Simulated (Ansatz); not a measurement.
# Cl3FSi···HCl: what the fields show

```yaml
atoms:
  - { symbol: Si, position_ang: [-0.4877, 0.0001, -0.6667] }
  - { symbol: Cl, position_ang: [-0.0137, -0.0002, 3.5911] }
  - { symbol: Cl, position_ang: [1.4337, 0.0002, -0.0402] }
  - { symbol: Cl, position_ang: [-0.9099, 1.6693, -1.7285] }
  - { symbol: Cl, position_ang: [-0.9098, -1.6695, -1.7282] }
  - { symbol: F, position_ang: [-1.4375, 0.0002, 0.6402] }
  - { symbol: H, position_ang: [-0.8191, -0.0001, 2.5859] }
```

These are results of RKS PBE0-D4/def2-SVP in Ansatz 0.2.0, not measurements.

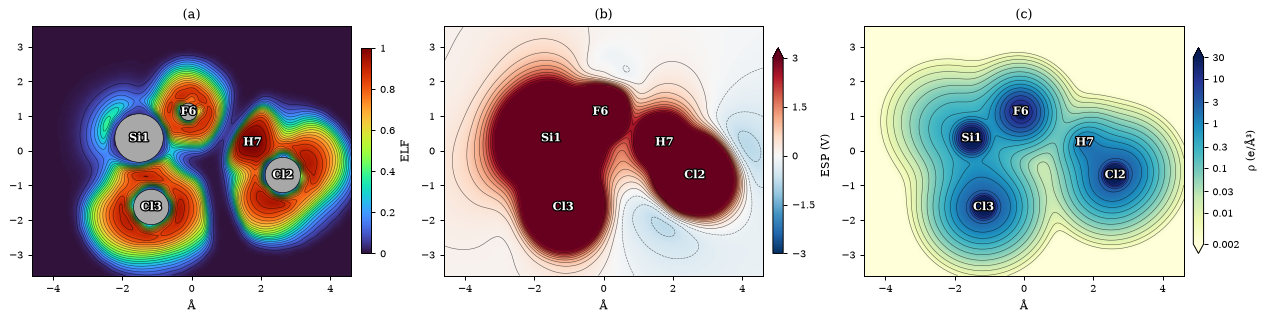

Figure 1. (a) ELF; (b) molecular electrostatic potential; (c) electron density on the plane of atoms Cl3, Si1 and F6. Grey discs cover the atomic cores in the ELF map.

Question: What do the fields say about this system?

Answer:
- The section cuts through Si, Cl, F and H sites.
- F6···H7 (2.04 Å): the density falls to about 0.12 e/Å³ on the way; the ELF dips to about 0.05 between them.
- Si–F (1.62 Å): ρ at the midpoint is about 1 e/Å³; the ELF peaks at about 0.85 in the valence shell of F, 0.6 Å from its nucleus, and is about 0.45 at the midpoint.
- Si–Cl (2.02 Å): ρ is about 0.94 e/Å³ halfway; the ELF peaks at about 0.90 between the atoms: a shared but strongly polarised pair.
- Cl–H (1.29 Å): ρ is about 1.9 e/Å³ halfway; the ELF climbs to about 1 towards the hydrogen, as it does in any bond to H.
- The ELF also peaks beside Cl3, Cl2 and F6, away from the bonds: lone-pair regions.
- Outside the dense part of the complex the potential is most negative (−0.8 V) near Cl2.

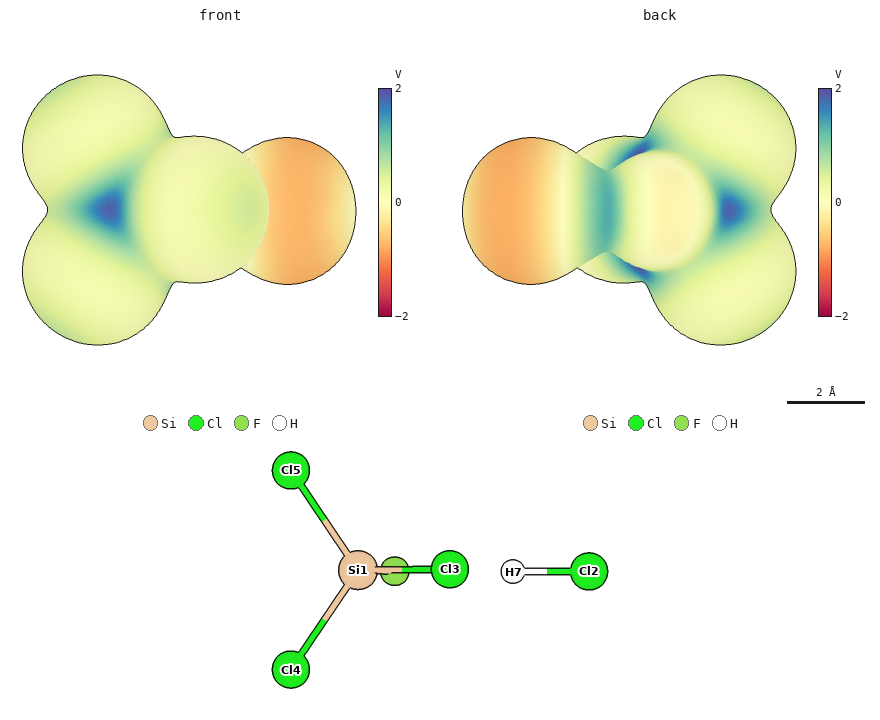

Figure 2. The electrostatic potential painted on the density surface at 0.002 e/bohr³, seen from the front and from behind; the colour scale runs from red (negative) to blue (positive). The bare structure is drawn below in the same view.

Question: Where is the surface potential most negative and most positive?

Answer: The most negative region (about −0.8 V) lies over Cl2, the most positive (about +1.8 V) over Si1. Cl3 shows a σ-hole: about +0.5 V at the tip opposite its bond, against about +0.1 V on its flanks. Cl4 shows a σ-hole: about +0.6 V at the tip opposite its bond, against about +0.2 V on its flanks. Cl5 shows a σ-hole: about +0.6 V at the tip opposite its bond, against about +0.2 V on its flanks.

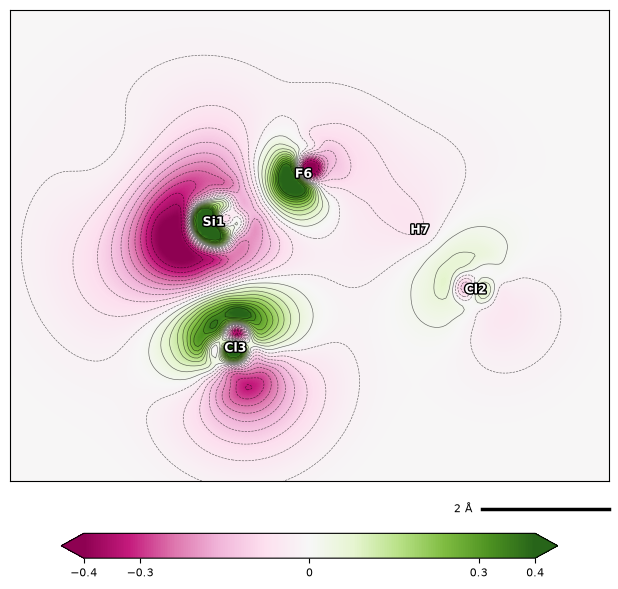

Figure 3. The LUMO on the plane of atoms Cl3, Si1 and F6 (values in Å⁻³ᐟ²; the overall sign is arbitrary).

Question: What is the character of this orbital?

Answer: Its weight (Hirshfeld) is mainly on Si1 (about 35 %), Cl4 (about 20 %), Cl5 (about 20 %) and Cl3 (about 20 %). Its energy is −0.42 eV.
